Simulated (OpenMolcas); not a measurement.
# triplet CH4AlNO: levels of theory compared

We compute a comparison of 6 runs (UHF/STO-3G, UB3LYP/6-31G*, U-revPBE/def2-SVPD, UBLYP/def2-SVPD, UPBE/def2-SVPD, UPBE0/def2-SVPD) of triplet CH4AlNO. 

The calculation is run with OpenMolcas 26.06.

## Step 1: Starting point

CH4AlNO: 8 atoms, total charge 0, spin state triplet. As SMILES of the parent species, `C1[NH][AlH][O]1`. The shape is that of a PBE0-D4/def2-TZVP optimisation. That shape belongs to the parent species and isn't relaxed for this state.

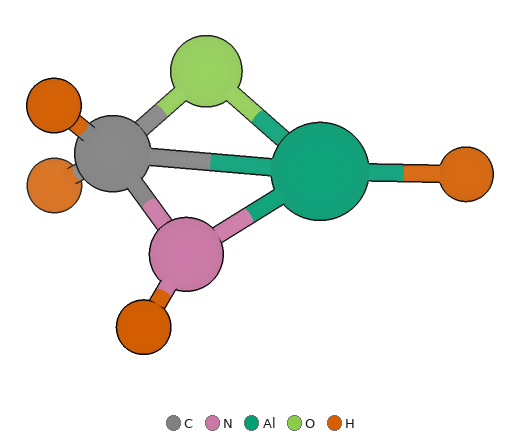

The structure, seen from a chosen angle (carbon grey, nitrogen pink, aluminium teal, oxygen green, hydrogen orange).

## Step 2: A single-point energy at UHF/STO-3G (run 1)

File struct.xyz:

```xyz
8

C     -0.254000     0.762000    -0.440000
N      0.576900     0.253100     0.654700
Al     0.036100    -1.359500     0.209100
O     -0.820500    -0.429100    -0.975000
H      0.332400     1.276900    -1.213500
H     -1.052500     1.431000    -0.090700
H      1.107700     0.887000     1.221500
H      0.166000    -2.878600     0.578000
```

File mol.input:

```
* CH4AlNO Hartree-Fock
>>> EXPORT MOLCAS_PRINT=2

&GATEWAY
 BasLib
 $CurrDir
 Coord
 struct.xyz
 Basis
 STO-3G
 Group
 NoSym

&SEWARD

&SCF
 UHF
 Spin
 3
 Thresholds
 1e-10 1e-07 1e-07 1e-05
 PrOrbitals
 1
```

The basis set STO-3G is read from a file made from the Basis Set Exchange's data (not shown).

Started as:

```console
$ export MOLCAS_MEM=1860
$ pymolcas mol.input > mol.log
```

Log:

```text
--- Start Module: gateway ---
[...]
--- Stop Module: gateway /rc=_RC_ALL_IS_WELL_ ---
--- Start Module: seward ---
[...]
      Basis functions           28
--- Stop Module: seward /rc=_RC_ALL_IS_WELL_ ---
--- Start Module: scf ---
[...]
       Convergence after  30 Iterations
[...]
::    Total SCF energy                               -406.1316069430
[...]
      Total spin, S                                     1.0137867797
[...]
      Total electronic charge=   38.000000
      Total            charge=   -0.000000
[...]
      Dipole Moment (debye):
      Origin of the operator (angstrom)=   -0.0899   -0.4127   -0.0762
                   X=  2.3974E+00               Y=  3.8337E+00               Z=  2.4309E+00           Total=  5.1336E+00
      Quadrupole Moment (debye*angstrom):
[...]
--- Stop Module: scf /rc=_RC_ALL_IS_WELL_ ---
[...]
```

It took 1.5 s on 1 thread of Intel Xeon 6975P-C (Granite Rapids), shared host; peak memory 0.37 GiB.

## Step 3: The energy at UB3LYP/6-31G(d) (spherical functions) (run 2)

File mol.xyz:

```xyz
8

C     -0.254000     0.762000    -0.440000
N      0.576900     0.253100     0.654700
Al     0.036100    -1.359500     0.209100
O     -0.820500    -0.429100    -0.975000
H      0.332400     1.276900    -1.213500
H     -1.052500     1.431000    -0.090700
H      1.107700     0.887000     1.221500
H      0.166000    -2.878600     0.578000
```

File run.inp:

```
&gateway
  baslib = $CurrDir
  coord = mol.xyz
  basis = 6-31Gs
  group = NoSym

&seward
  gridinput
  Grid=UltraFine
  End of Grid

&scf
  uhf
  spin = 3
  ksdft = B3LYP
  thresholds = 1e-10 1e-07 1e-07 1e-05
  prorbitals = 1 1
```

The basis set 6-31G* is read from a file made from the Basis Set Exchange's data (not shown).

Started as:

```console
$ export MOLCAS_MEM=1860
$ pymolcas run.inp > run.log
```

Log:

```text
--- Start Module: gateway ---
[...]
--- Stop Module: gateway /rc=_RC_ALL_IS_WELL_ ---
--- Start Module: seward ---
[...]
      Basis functions           68
--- Stop Module: seward /rc=_RC_ALL_IS_WELL_ ---
[...]
--- Start Module: scf ---
[...]
       Convergence after  25 Iterations
[...]
::    Total KS-DFT energy                            -412.7611145648
[...]
      Total spin, S                                     1.0027856796
[...]
      Total electronic charge=   38.000000
      Total            charge=   -0.000000
[...]
      Dipole Moment (debye):
      Origin of the operator (angstrom)=   -0.0899   -0.4127   -0.0762
                   X=  2.1599E+00               Y=  5.9266E+00               Z=  1.8524E+00           Total=  6.5742E+00
      Quadrupole Moment (debye*angstrom):
[...]
--- Stop Module: scf /rc=_RC_ALL_IS_WELL_ ---
[...]
```

Wall time 33 s (1 thread of Intel Xeon 6975P-C (Granite Rapids), shared host); peak memory 0.41 GiB.

Runs 3 to 5 aren't shown in full; the table further down has their settings and results.

## Step 4: The energy at UPBE0/def2-SVPD (run 6)

File input.xyz:

```xyz
8

C     -0.254000     0.762000    -0.440000
N      0.576900     0.253100     0.654700
Al     0.036100    -1.359500     0.209100
O     -0.820500    -0.429100    -0.975000
H      0.332400     1.276900    -1.213500
H     -1.052500     1.431000    -0.090700
H      1.107700     0.887000     1.221500
H      0.166000    -2.878600     0.578000
```

File run.inp:

```
* CH4AlNO Kohn-Sham DFT

&GATEWAY
 BasLib
 $CurrDir
 Coord
 input.xyz
 Basis
 def2-SVPD
 Group
 NoSym

&SEWARD
 GridInput
 Grid=UltraFine
 End of Grid

&SCF
 UHF
 Spin
 3
 KSDFT
 PBE0
 Thresholds
 1e-10 1e-07 1e-07 1e-05
 PrOrbitals
 1 1
```

The basis set def2-SVPD is read from a file made from the Basis Set Exchange's data (not shown).

Started as:

```console
$ export MOLCAS_MEM=1860
$ pymolcas run.inp > run.log
```

Log:

```text
--- Start Module: gateway ---
[...]
--- Stop Module: gateway /rc=_RC_ALL_IS_WELL_ ---
--- Start Module: seward ---
[...]
      Basis functions          119
--- Stop Module: seward /rc=_RC_ALL_IS_WELL_ ---
[...]
--- Start Module: scf ---
[...]
       Convergence after  23 Iterations
[...]
::    Total KS-DFT energy                            -412.2747238847
[...]
      Total spin, S                                     1.0043216124
[...]
      Total electronic charge=   38.000000
      Total            charge=   -0.000000
[...]
      Dipole Moment (debye):
      Origin of the operator (angstrom)=   -0.0899   -0.4127   -0.0762
                   X=  1.8207E+00               Y=  6.1044E+00               Z=  1.4105E+00           Total=  6.5244E+00
      Quadrupole Moment (debye*angstrom):
[...]
--- Stop Module: scf /rc=_RC_ALL_IS_WELL_ ---
[...]
```

It took 83 s on 1 thread of Intel Xeon 6975P-C (Granite Rapids), shared host; peak memory 0.75 GiB.

## Step 5: Overview of the runs

| run | level | integration grid | energy (Eh) | dipole moment (D) | ⟨S²⟩ | wall time |
| --- | --- | --- | --- | --- | --- | --- |
| 1 | UHF/STO-3G | – | -406.131607 | 5.13 | 2.042 | 1.5 s |
| 2 | UB3LYP/6-31G* (spherical functions) | UltraFine | -412.761115 | 6.57 | 2.008 | 33 s |
| 3 | U-revPBE/def2-SVPD | UltraFine | -412.477166 | 6.16 | 2.010 | 2 min |
| 4 | UBLYP/def2-SVPD | UltraFine | -412.531048 | 6.12 | 2.007 | 5.1 min |
| 5 | UPBE/def2-SVPD | UltraFine | -412.248772 | 6.14 | 2.008 | 93 s |
| 6 | UPBE0/def2-SVPD | UltraFine | -412.274724 | 6.52 | 2.013 | 83 s |

## Step 6: Outcome

```
                                 quantity          value
                      run 6: total energy  -412.27472 Eh
                     run 6: dipole moment         6.52 D
run 6: HOMO energy (highest over α and β)       -2.39 eV
                              run 6: ⟨S²⟩          2.013
```

What this shows: The dipole moment (its size) runs from 5.13 D (UHF/STO-3G) to 6.57 D (UB3LYP/6-31G*). The two ends differ in method and basis. Totals of different functionals can't be ranked against each other. In run 1 the basis is minimal, so the values are rough. All runs together took 11 min, the longest 5.1 min.
